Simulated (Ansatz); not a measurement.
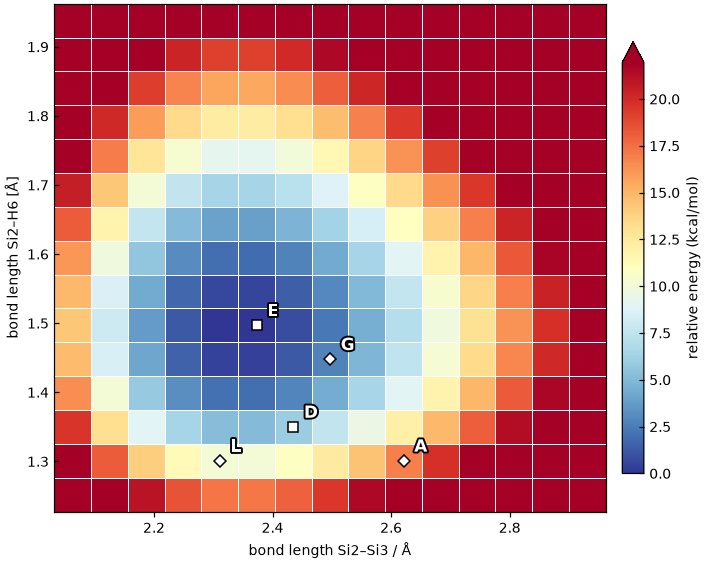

F₃H₃Si₂, SMILES F[SiH2][SiH](F)F. Coordinates scanned: (1) bond length Si2–Si3; (2) bond length Si2–H6. Nothing is relaxed (all other coordinates rigid). The grid has 15 × 15 points. Energies: kcal/mol, counted from the lowest grid point. Level of theory: RKS PBE0-D4/def2-SVP (Ansatz).

In the figure: one coloured cell a grid point, one colour for all values above the top of the scale, lettered points.

Is G the lowest point of the computed grid?

Answer. No. G lies 2.8 kcal/mol above the lowest grid point, which is at bond length Si2–Si3 = 2.373 Å, bond length Si2–H6 = 1.497 Å.

What kind of point is each of A, D, E, G, L: minimum, saddle, maximum or slope?

Answer. A: on a slope; D: on a slope; E: minimum; G: on a slope; L: on a slope. (In these two coordinates alone; a stationary point may lie a little off the grid point.)

Rank the lettered points by energy, lowest first.

Answer. E (0.0 kcal/mol), G (2.8 kcal/mol), D (5.9 kcal/mol), L (10.1 kcal/mol), A (17.0 kcal/mol).
